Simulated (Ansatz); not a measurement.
Molecular dynamics of SiH4OF (part 1 of 4)

The run: molecular dynamics of SiH4OF, multiplicity 2. Method and program: UHF/def2-SVP (Ansatz 0.2.0).

It belongs to a series of runs on one base structure; here: dynamics from the highest image of the converged band. Figures and captions count atoms from 1; the log counts them from 0 in places.

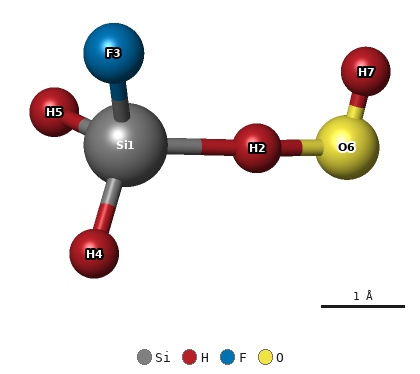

Fig. 1: The structure as given in the input (ball-and-stick view, seen at a tilt; atoms are numbered from 1 in the order of the input). Bond lengths as drawn: F–Si 1.61 Å, H–O 0.95 to 1.25 Å and H–Si 1.47 to 1.67 Å.

## The input
```yaml
crystal:
  periodic: [false, false, false]
  atoms:
    - { symbol: Si, position_ang: [-0.06967, -0.005821, 0.059809] }
    - { symbol: H, position_ang: [-0.194218, 0.066329, 1.720255] }
    - { symbol: F, position_ang: [1.47086, -0.260888, -0.341461] }
    - { symbol: H, position_ang: [-0.5071, 1.271142, -0.531951] }
    - { symbol: H, position_ang: [-0.869709, -1.142085, -0.430359] }
    - { symbol: O, position_ang: [-0.458016, -0.060429, 2.938812] }
    - { symbol: H, position_ang: [0.237453, -0.669348, 3.170096] }
magnetization:
  spin_polarized: true
  initial_magnetization: 1
basis:
  gaussian: { orbitals: def2-SVP }
hamiltonian:
  xc: hf
md:
  timestep: 0.5
  n_steps: 200
  ensemble: nve
  temperature: 300.0
  initial_velocities: maxwell_boltzmann
  seed: 11401
```

Hardware: 1 thread of Intel Xeon (Granite Rapids), 32 GiB of memory available, shared host.

Launched with:
```bash
ansatz run input.yaml --threads 1 --pin off --max-ram 2048MiB --backend cpu --events-out ev --progress --plain --runs-dir out
```

## Output
```
Engine: ansatz 0.2.0, x86_64-unknown-linux-gnu
Functional definition: HF
  exchange = exact_x
  correlation = 0
675 factors; integrals over basis functions are off by at most 3.8e-4 eV
mean field evaluation 1: about -12656.7466 eV, gradient 2.9e1 eV
mean field evaluation 2: about -12656.7666 eV, gradient 2.9e1 eV
mean field evaluation 4: about -12660.6849 eV, gradient 3.0e0 eV
mean field evaluation 8: about -12660.9253 eV, gradient 2.5e-1 eV
mean field evaluation 16: about -12659.3243 eV, gradient 2.2e0 eV
mean field -12660.92997707 eV, -465.2805947707 hartree, gradient 6.3e-5 eV, S^2 0.788921; 0 other end points of the search recorded, 0 dependent functions left out
the calculation of the forces begins
reference -12660.92997707 eV, -465.2805947707 hartree; 18, 17 occupied and 48, 49 virtual orbitals, 675 factors
md step     0: t =     0.00 fs  T =   300.0 K  F+E_penalty+E_count = -12660.92997707 eV  E_kin = 0.193890 eV  conserved = -12660.73608707 eV  (65 SCF iters)
these checks for a lower state are left out or cut short: starts, cluster_reference, orbital_swaps, neighbouring_geometries, increment
675 factors; integrals over basis functions are off by at most 3.8e-4 eV
mean field -12660.92739897 eV, -465.2805000272 hartree, gradient 5.9e-5 eV, S^2 0.788416; 0 other end points of the search recorded, 0 dependent functions left out
the calculation of the forces begins
reference -12660.92739897 eV, -465.2805000272 hartree; 18, 17 occupied and 48, 49 virtual orbitals, 675 factors
md step     1: t =     0.50 fs  T =   296.1 K  F+E_penalty+E_count = -12660.92739897 eV  E_kin = 0.191357 eV  conserved = -12660.73604203 eV  (60 SCF iters)
[... from here on the SCF iterations and repeated set-up lines of each step are left out, up to the last step ...]
md step     2: t =     1.00 fs  T =   285.8 K  F+E_penalty+E_count = -12660.92064223 eV  E_kin = 0.184685 eV  conserved = -12660.73595680 eV  (49 SCF iters)
md step     3: t =     1.50 fs  T =   270.9 K  F+E_penalty+E_count = -12660.91097116 eV  E_kin = 0.175101 eV  conserved = -12660.73586975 eV  (61 SCF iters)
md step     4: t =     2.00 fs  T =   253.6 K  F+E_penalty+E_count = -12660.89969861 eV  E_kin = 0.163884 eV  conserved = -12660.73581460 eV  (62 SCF iters)
md step     5: t =     2.50 fs  T =   235.0 K  F+E_penalty+E_count = -12660.88768055 eV  E_kin = 0.151883 eV  conserved = -12660.73579778 eV  (61 SCF iters)
md step     6: t =     3.00 fs  T =   215.7 K  F+E_penalty+E_count = -12660.87521656 eV  E_kin = 0.139421 eV  conserved = -12660.73579572 eV  (62 SCF iters)
md step     7: t =     3.50 fs  T =   195.9 K  F+E_penalty+E_count = -12660.86239791 eV  E_kin = 0.126624 eV  conserved = -12660.73577428 eV  (63 SCF iters)
md step     8: t =     4.00 fs  T =   176.2 K  F+E_penalty+E_count = -12660.84962128 eV  E_kin = 0.113909 eV  conserved = -12660.73571187 eV  (63 SCF iters)
md step     9: t =     4.50 fs  T =   158.3 K  F+E_penalty+E_count = -12660.83791333 eV  E_kin = 0.102301 eV  conserved = -12660.73561185 eV  (62 SCF iters)
md step    10: t =     5.00 fs  T =   144.5 K  F+E_penalty+E_count = -12660.82888730 eV  E_kin = 0.093391 eV  conserved = -12660.73549619 eV  (63 SCF iters)
md step    11: t =     5.50 fs  T =   137.7 K  F+E_penalty+E_count = -12660.82440883 eV  E_kin = 0.089016 eV  conserved = -12660.73539243 eV  (64 SCF iters)
md step    12: t =     6.00 fs  T =   140.6 K  F+E_penalty+E_count = -12660.82617302 eV  E_kin = 0.090851 eV  conserved = -12660.73532186 eV  (64 SCF iters)
md step    13: t =     6.50 fs  T =   154.9 K  F+E_penalty+E_count = -12660.83537778 eV  E_kin = 0.100082 eV  conserved = -12660.73529543 eV  (62 SCF iters)
md step    14: t =     7.00 fs  T =   181.4 K  F+E_penalty+E_count = -12660.85256815 eV  E_kin = 0.117251 eV  conserved = -12660.73531748 eV  (62 SCF iters)
md step    15: t =     7.50 fs  T =   220.0 K  F+E_penalty+E_count = -12660.87759820 eV  E_kin = 0.142202 eV  conserved = -12660.73539596 eV  (62 SCF iters)
md step    16: t =     8.00 fs  T =   269.2 K  F+E_penalty+E_count = -12660.90955483 eV  E_kin = 0.174002 eV  conserved = -12660.73555265 eV  (60 SCF iters)
md step    17: t =     8.50 fs  T =   325.9 K  F+E_penalty+E_count = -12660.94647709 eV  E_kin = 0.210651 eV  conserved = -12660.73582570 eV  (62 SCF iters)
md step    18: t =     9.00 fs  T =   384.6 K  F+E_penalty+E_count = -12660.98484202 eV  E_kin = 0.248595 eV  conserved = -12660.73624692 eV  (64 SCF iters)
md step    19: t =     9.50 fs  T =   436.8 K  F+E_penalty+E_count = -12661.01913402 eV  E_kin = 0.282334 eV  conserved = -12660.73679975 eV  (63 SCF iters)
md step    20: t =    10.00 fs  T =   471.6 K  F+E_penalty+E_count = -12661.04216240 eV  E_kin = 0.304797 eV  conserved = -12660.73736527 eV  (62 SCF iters)
md step    21: t =    10.50 fs  T =   478.4 K  F+E_penalty+E_count = -12661.04687237 eV  E_kin = 0.309159 eV  conserved = -12660.73771377 eV  (151 SCF iters)
md step    22: t =    11.00 fs  T =   452.1 K  F+E_penalty+E_count = -12661.02974424 eV  E_kin = 0.292162 eV  conserved = -12660.73758263 eV  (61 SCF iters)
md step    23: t =    11.50 fs  T =   398.7 K  F+E_penalty+E_count = -12660.99455171 eV  E_kin = 0.257704 eV  conserved = -12660.73684749 eV  (60 SCF iters)
md step    24: t =    12.00 fs  T =   337.6 K  F+E_penalty+E_count = -12660.95392088 eV  E_kin = 0.218222 eV  conserved = -12660.73569903 eV  (59 SCF iters)
md step    25: t =    12.50 fs  T =   296.4 K  F+E_penalty+E_count = -12660.92618924 eV  E_kin = 0.191536 eV  conserved = -12660.73465346 eV  (61 SCF iters)
md step    26: t =    13.00 fs  T =   299.1 K  F+E_penalty+E_count = -12660.92760807 eV  E_kin = 0.193326 eV  conserved = -12660.73428255 eV  (60 SCF iters)
md step    27: t =    13.50 fs  T =   354.5 K  F+E_penalty+E_count = -12660.96391243 eV  E_kin = 0.229097 eV  conserved = -12660.73481518 eV  (63 SCF iters)
md step    28: t =    14.00 fs  T =   450.3 K  F+E_penalty+E_count = -12661.02696449 eV  E_kin = 0.290997 eV  conserved = -12660.73596713 eV  (61 SCF iters)
md step    29: t =    14.50 fs  T =   559.7 K  F+E_penalty+E_count = -12661.09888009 eV  E_kin = 0.361712 eV  conserved = -12660.73716760 eV  (61 SCF iters)
md step    30: t =    15.00 fs  T =   653.8 K  F+E_penalty+E_count = -12661.16047704 eV  E_kin = 0.422534 eV  conserved = -12660.73794292 eV  (73 SCF iters)
md step    31: t =    15.50 fs  T =   712.4 K  F+E_penalty+E_count = -12661.19854035 eV  E_kin = 0.460414 eV  conserved = -12660.73812685 eV  (61 SCF iters)
md step    32: t =    16.00 fs  T =   728.6 K  F+E_penalty+E_count = -12661.20868634 eV  E_kin = 0.470866 eV  conserved = -12660.73782044 eV  (65 SCF iters)
md step    33: t =    16.50 fs  T =   707.0 K  F+E_penalty+E_count = -12661.19418255 eV  E_kin = 0.456941 eV  conserved = -12660.73724120 eV  (63 SCF iters)
md step    34: t =    17.00 fs  T =   659.5 K  F+E_penalty+E_count = -12661.16284591 eV  E_kin = 0.426248 eV  conserved = -12660.73659749 eV  (63 SCF iters)
md step    35: t =    17.50 fs  T =   600.1 K  F+E_penalty+E_count = -12661.12390387 eV  E_kin = 0.387871 eV  conserved = -12660.73603331 eV  (66 SCF iters)
md step    36: t =    18.00 fs  T =   541.7 K  F+E_penalty+E_count = -12661.08573275 eV  E_kin = 0.350115 eV  conserved = -12660.73561763 eV  (68 SCF iters)
md step    37: t =    18.50 fs  T =   494.1 K  F+E_penalty+E_count = -12661.05467891 eV  E_kin = 0.319321 eV  conserved = -12660.73535827 eV  (66 SCF iters)
md step    38: t =    19.00 fs  T =   463.6 K  F+E_penalty+E_count = -12661.03483193 eV  E_kin = 0.299614 eV  conserved = -12660.73521835 eV  (67 SCF iters)
md step    39: t =    19.50 fs  T =   453.9 K  F+E_penalty+E_count = -12661.02848328 eV  E_kin = 0.293336 eV  conserved = -12660.73514769 eV  (66 SCF iters)
md step    40: t =    20.00 fs  T =   466.8 K  F+E_penalty+E_count = -12661.03682558 eV  E_kin = 0.301709 eV  conserved = -12660.73511658 eV  (66 SCF iters)
md step    41: t =    20.50 fs  T =   503.2 K  F+E_penalty+E_count = -12661.06038524 eV  E_kin = 0.325246 eV  conserved = -12660.73513905 eV  (61 SCF iters)
md step    42: t =    21.00 fs  T =   562.5 K  F+E_penalty+E_count = -12661.09883590 eV  E_kin = 0.363565 eV  conserved = -12660.73527103 eV  (60 SCF iters)
md step    43: t =    21.50 fs  T =   641.5 K  F+E_penalty+E_count = -12661.15020695 eV  E_kin = 0.414625 eV  conserved = -12660.73558163 eV  (60 SCF iters)
md step    44: t =    22.00 fs  T =   733.1 K  F+E_penalty+E_count = -12661.20990161 eV  E_kin = 0.473792 eV  conserved = -12660.73610925 eV  (62 SCF iters)
md step    45: t =    22.50 fs  T =   825.3 K  F+E_penalty+E_count = -12661.27018513 eV  E_kin = 0.533369 eV  conserved = -12660.73681620 eV  (61 SCF iters)
md step    46: t =    23.00 fs  T =   902.4 K  F+E_penalty+E_count = -12661.32081550 eV  E_kin = 0.583250 eV  conserved = -12660.73756540 eV  (59 SCF iters)
md step    47: t =    23.50 fs  T =   948.6 K  F+E_penalty+E_count = -12661.35121137 eV  E_kin = 0.613090 eV  conserved = -12660.73812113 eV  (58 SCF iters)
md step    48: t =    24.00 fs  T =   952.9 K  F+E_penalty+E_count = -12661.35406955 eV  E_kin = 0.615865 eV  conserved = -12660.73820444 eV  (60 SCF iters)
md step    49: t =    24.50 fs  T =   915.8 K  F+E_penalty+E_count = -12661.32952403 eV  E_kin = 0.591908 eV  conserved = -12660.73761614 eV  (63 SCF iters)
md step    50: t =    25.00 fs  T =   853.3 K  F+E_penalty+E_count = -12661.28791125 eV  E_kin = 0.551501 eV  conserved = -12660.73641074 eV  (61 SCF iters)
md step    51: t =    25.50 fs  T =   794.7 K  F+E_penalty+E_count = -12661.24859084 eV  E_kin = 0.513585 eV  conserved = -12660.73500611 eV  (59 SCF iters)
md step    52: t =    26.00 fs  T =   772.6 K  F+E_penalty+E_count = -12661.23341173 eV  E_kin = 0.499353 eV  conserved = -12660.73405836 eV  (63 SCF iters)
md step    53: t =    26.50 fs  T =   808.9 K  F+E_penalty+E_count = -12661.25689613 eV  E_kin = 0.522822 eV  conserved = -12660.73407409 eV  (62 SCF iters)
md step    54: t =    27.00 fs  T =   903.2 K  F+E_penalty+E_count = -12661.31880259 eV  E_kin = 0.583758 eV  conserved = -12660.73504446 eV  (61 SCF iters)
md step    55: t =    27.50 fs  T =  1033.2 K  F+E_penalty+E_count = -12661.40424222 eV  E_kin = 0.667786 eV  conserved = -12660.73645601 eV  (59 SCF iters)
md step    56: t =    28.00 fs  T =  1165.9 K  F+E_penalty+E_count = -12661.49119717 eV  E_kin = 0.753531 eV  conserved = -12660.73766648 eV  (59 SCF iters)
md step    57: t =    28.50 fs  T =  1271.6 K  F+E_penalty+E_count = -12661.56013145 eV  E_kin = 0.821849 eV  conserved = -12660.73828200 eV  (59 SCF iters)
md step    58: t =    29.00 fs  T =  1333.6 K  F+E_penalty+E_count = -12661.60019022 eV  E_kin = 0.861926 eV  conserved = -12660.73826410 eV  (63 SCF iters)
md step    59: t =    29.50 fs  T =  1349.8 K  F+E_penalty+E_count = -12661.61018599 eV  E_kin = 0.872379 eV  conserved = -12660.73780746 eV  (61 SCF iters)
md step    60: t =    30.00 fs  T =  1328.8 K  F+E_penalty+E_count = -12661.59595819 eV  E_kin = 0.858794 eV  conserved = -12660.73716457 eV  (58 SCF iters)
md step    61: t =    30.50 fs  T =  1284.4 K  F+E_penalty+E_count = -12661.56664723 eV  E_kin = 0.830116 eV  conserved = -12660.73653094 eV  (60 SCF iters)
md step    62: t =    31.00 fs  T =  1231.1 K  F+E_penalty+E_count = -12661.53164257 eV  E_kin = 0.795628 eV  conserved = -12660.73601474 eV  (60 SCF iters)
md step    63: t =    31.50 fs  T =  1180.8 K  F+E_penalty+E_count = -12661.49881381 eV  E_kin = 0.763168 eV  conserved = -12660.73564563 eV  (60 SCF iters)
md step    64: t =    32.00 fs  T =  1142.7 K  F+E_penalty+E_count = -12661.47391951 eV  E_kin = 0.738513 eV  conserved = -12660.73540669 eV  (60 SCF iters)
md step    65: t =    32.50 fs  T =  1122.5 K  F+E_penalty+E_count = -12661.46076182 eV  E_kin = 0.725497 eV  conserved = -12660.73526504 eV  (61 SCF iters)
md step    66: t =    33.00 fs  T =  1124.0 K  F+E_penalty+E_count = -12661.46161990 eV  E_kin = 0.726423 eV  conserved = -12660.73519738 eV  (61 SCF iters)
md step    67: t =    33.50 fs  T =  1148.6 K  F+E_penalty+E_count = -12661.47756403 eV  E_kin = 0.742359 eV  conserved = -12660.73520509 eV  (63 SCF iters)
md step    68: t =    34.00 fs  T =  1196.2 K  F+E_penalty+E_count = -12661.50841800 eV  E_kin = 0.773105 eV  conserved = -12660.73531286 eV  (61 SCF iters)
md step    69: t =    34.50 fs  T =  1263.9 K  F+E_penalty+E_count = -12661.55239067 eV  E_kin = 0.816840 eV  conserved = -12660.73555026 eV  (65 SCF iters)
md step    70: t =    35.00 fs  T =  1345.7 K  F+E_penalty+E_count = -12661.60565625 eV  E_kin = 0.869730 eV  conserved = -12660.73592624 eV  (186 SCF iters)
md step    71: t =    35.50 fs  T =  1432.5 K  F+E_penalty+E_count = -12661.66226692 eV  E_kin = 0.925854 eV  conserved = -12660.73641257 eV  (64 SCF iters)
md step    72: t =    36.00 fs  T =  1512.8 K  F+E_penalty+E_count = -12661.71464903 eV  E_kin = 0.977705 eV  conserved = -12660.73694392 eV  (65 SCF iters)
md step    73: t =    36.50 fs  T =  1574.0 K  F+E_penalty+E_count = -12661.75468374 eV  E_kin = 1.017258 eV  conserved = -12660.73742601 eV  (62 SCF iters)
md step    74: t =    37.00 fs  T =  1605.3 K  F+E_penalty+E_count = -12661.77523115 eV  E_kin = 1.037486 eV  conserved = -12660.73774471 eV  (61 SCF iters)
md step    75: t =    37.50 fs  T =  1600.1 K  F+E_penalty+E_count = -12661.77194068 eV  E_kin = 1.034167 eV  conserved = -12660.73777404 eV  (59 SCF iters)
md step    76: t =    38.00 fs  T =  1559.2 K  F+E_penalty+E_count = -12661.74513592 eV  E_kin = 1.007723 eV  conserved = -12660.73741317 eV  (62 SCF iters)
md step    77: t =    38.50 fs  T =  1492.4 K  F+E_penalty+E_count = -12661.70122189 eV  E_kin = 0.964537 eV  conserved = -12660.73668491 eV  (92 SCF iters)
md step    78: t =    39.00 fs  T =  1418.4 K  F+E_penalty+E_count = -12661.65240313 eV  E_kin = 0.916700 eV  conserved = -12660.73570356 eV  (98 SCF iters)
md step    79: t =    39.50 fs  T =  1360.4 K  F+E_penalty+E_count = -12661.61409261 eV  E_kin = 0.879257 eV  conserved = -12660.73483604 eV  (100 SCF iters)
md step    80: t =    40.00 fs  T =  1338.7 K  F+E_penalty+E_count = -12661.59962937 eV  E_kin = 0.865180 eV  conserved = -12660.73444945 eV  (105 SCF iters)
md step    81: t =    40.50 fs  T =  1361.8 K  F+E_penalty+E_count = -12661.61485996 eV  E_kin = 0.880140 eV  conserved = -12660.73471975 eV  (108 SCF iters)
md step    82: t =    41.00 fs  T =  1423.6 K  F+E_penalty+E_count = -12661.65556530 eV  E_kin = 0.920053 eV  conserved = -12660.73551261 eV  (116 SCF iters)
md step    83: t =    41.50 fs  T =  1505.5 K  F+E_penalty+E_count = -12661.70948479 eV  E_kin = 0.973023 eV  conserved = -12660.73646161 eV  (113 SCF iters)
md step    84: t =    42.00 fs  T =  1585.3 K  F+E_penalty+E_count = -12661.76177141 eV  E_kin = 1.024576 eV  conserved = -12660.73719539 eV  (116 SCF iters)
md step    85: t =    42.50 fs  T =  1644.7 K  F+E_penalty+E_count = -12661.80049417 eV  E_kin = 1.062946 eV  conserved = -12660.73754824 eV  (113 SCF iters)
md step    86: t =    43.00 fs  T =  1673.8 K  F+E_penalty+E_count = -12661.81932805 eV  E_kin = 1.081782 eV  conserved = -12660.73754653 eV  (104 SCF iters)
md step    87: t =    43.50 fs  T =  1671.2 K  F+E_penalty+E_count = -12661.81744263 eV  E_kin = 1.080112 eV  conserved = -12660.73733032 eV  (103 SCF iters)
md step    88: t =    44.00 fs  T =  1641.5 K  F+E_penalty+E_count = -12661.79786281 eV  E_kin = 1.060907 eV  conserved = -12660.73695540 eV  (103 SCF iters)
md step    89: t =    44.50 fs  T =  1592.8 K  F+E_penalty+E_count = -12661.76597706 eV  E_kin = 1.029446 eV  conserved = -12660.73653138 eV  (106 SCF iters)
md step    90: t =    45.00 fs  T =  1534.9 K  F+E_penalty+E_count = -12661.72815074 eV  E_kin = 0.992038 eV  conserved = -12660.73611286 eV  (149 SCF iters)
md step    91: t =    45.50 fs  T =  1477.8 K  F+E_penalty+E_count = -12661.69084324 eV  E_kin = 0.955101 eV  conserved = -12660.73574189 eV  (111 SCF iters)
md step    92: t =    46.00 fs  T =  1430.3 K  F+E_penalty+E_count = -12661.65988325 eV  E_kin = 0.924429 eV  conserved = -12660.73545386 eV  (110 SCF iters)
md step    93: t =    46.50 fs  T =  1399.6 K  F+E_penalty+E_count = -12661.63984968 eV  E_kin = 0.904574 eV  conserved = -12660.73527593 eV  (103 SCF iters)
md step    94: t =    47.00 fs  T =  1390.0 K  F+E_penalty+E_count = -12661.63359332 eV  E_kin = 0.898371 eV  conserved = -12660.73522260 eV  (102 SCF iters)
md step    95: t =    47.50 fs  T =  1402.9 K  F+E_penalty+E_count = -12661.64195561 eV  E_kin = 0.906681 eV  conserved = -12660.73527492 eV  (101 SCF iters)
md step    96: t =    48.00 fs  T =  1436.5 K  F+E_penalty+E_count = -12661.66383490 eV  E_kin = 0.928380 eV  conserved = -12660.73545531 eV  (95 SCF iters)
md step    97: t =    48.50 fs  T =  1486.3 K  F+E_penalty+E_count = -12661.69631024 eV  E_kin = 0.960588 eV  conserved = -12660.73572204 eV  (94 SCF iters)
md step    98: t =    49.00 fs  T =  1545.8 K  F+E_penalty+E_count = -12661.73511372 eV  E_kin = 0.999064 eV  conserved = -12660.73605001 eV  (100 SCF iters)
md step    99: t =    49.50 fs  T =  1607.0 K  F+E_penalty+E_count = -12661.77505169 eV  E_kin = 1.038633 eV  conserved = -12660.73641839 eV  (98 SCF iters)
md step   100: t =    50.00 fs  T =  1661.1 K  F+E_penalty+E_count = -12661.81039355 eV  E_kin = 1.073585 eV  conserved = -12660.73680868 eV  (96 SCF iters)
md step   101: t =    50.50 fs  T =  1699.0 K  F+E_penalty+E_count = -12661.83524216 eV  E_kin = 1.098056 eV  conserved = -12660.73718625 eV  (94 SCF iters)
md step   102: t =    51.00 fs  T =  1712.3 K  F+E_penalty+E_count = -12661.84414156 eV  E_kin = 1.106665 eV  conserved = -12660.73747699 eV  (91 SCF iters)
md step   103: t =    51.50 fs  T =  1695.4 K  F+E_penalty+E_count = -12661.83326940 eV  E_kin = 1.095715 eV  conserved = -12660.73755401 eV  (92 SCF iters)
md step   104: t =    52.00 fs  T =  1647.9 K  F+E_penalty+E_count = -12661.80231714 eV  E_kin = 1.065037 eV  conserved = -12660.73728063 eV  (62 SCF iters)
md step   105: t =    52.50 fs  T =  1577.9 K  F+E_penalty+E_count = -12661.75640572 eV  E_kin = 1.019801 eV  conserved = -12660.73660496 eV  (92 SCF iters)
md step   106: t =    53.00 fs  T =  1502.3 K  F+E_penalty+E_count = -12661.70662074 eV  E_kin = 0.970955 eV  conserved = -12660.73566585 eV  (63 SCF iters)
md step   107: t =    53.50 fs  T =  1443.5 K  F+E_penalty+E_count = -12661.66773162 eV  E_kin = 0.932930 eV  conserved = -12660.73480175 eV  (64 SCF iters)
md step   108: t =    54.00 fs  T =  1421.4 K  F+E_penalty+E_count = -12661.65307706 eV  E_kin = 0.918680 eV  conserved = -12660.73439721 eV  (52 SCF iters)
```
